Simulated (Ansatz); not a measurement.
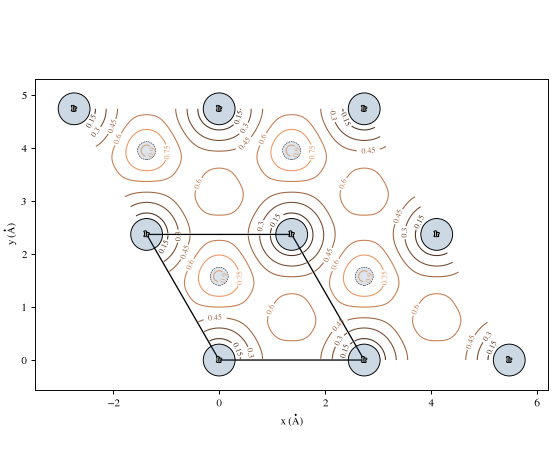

Energy landscape of F on an Ir(111) slab cut from the Fm-3m phase, its upper half relaxed before the scan (3 atoms of substrate and one adsorbate in a 1 × 1 cell). 
- F is moved over the surface cell; relaxed at each place: the height of the adsorbate's atoms; substrate rigid; the origin of the map has the adsorbate above Ir3.
- Places are given modulo a cell vector. The map is drawn in real space over the plane of the surface.
- Grid: 6 × 6 points; 10 points were computed and 26 follow by symmetry.
- Energies: eV, counted from the lowest grid point.
- With one adsorbate in each 1 × 1 cell, its nearest image is 2.7 Å away, so neighbouring adsorbates interact. The runs have no spin polarisation; a magnetic state may lie lower.
- Method: Ansatz, DFT PBE, scalar-relativistic, plane waves, PAW. Settings: cutoff 420 eV, k-mesh 12×12×1, gaussian smearing 0.1 eV, no spin polarisation.

Drawn: contour lines labelled in eV, labelled circles for the atoms of the top layer and small ones for the second layer, the outline of one cell of the 2 × 2 shown. Between grid points the surface is interpolated. 

### Summarise what can be read from the map.

The lowest grid point is at the top site over a surface Ir atom, (0/6, 0/6) of the cell vectors. No other kind of well shows on this grid. The highest grid point, a threefold hollow over a second-layer Ir atom, (2/6, 4/6) of the cell vectors, lies 0.91 eV above the lowest. On the interpolated surface the easiest way out of the lowest well to its copy in the next cell or period passes a barrier of about 0.56 eV. At the lowest point the adsorbate has 1 Ir at 1.89 Å as nearest neighbours, at the highest 3 Ir at 2.34 Å. Its relaxed height above the top atom is 1.89 Å at the lowest and 1.73 Å at the highest point.

The values on the grid:

```csv
"second ↓, first →",0/6,1/6,2/6,3/6,4/6,5/6
5/6,0.19,0.44,0.71,0.71,0.44,0.19
4/6,0.50,0.71,0.91,0.71,0.50,0.44
3/6,0.57,0.71,0.71,0.57,0.60,0.60
2/6,0.50,0.44,0.50,0.60,0.67,0.60
1/6,0.19,0.19,0.44,0.60,0.60,0.44
0/6,0.00,0.19,0.50,0.57,0.50,0.19
```

The whole map (10 points run) took 15 min on 1 thread of Arm Neoverse V1, on a shared host.

PAW datasets: the set soft_1.
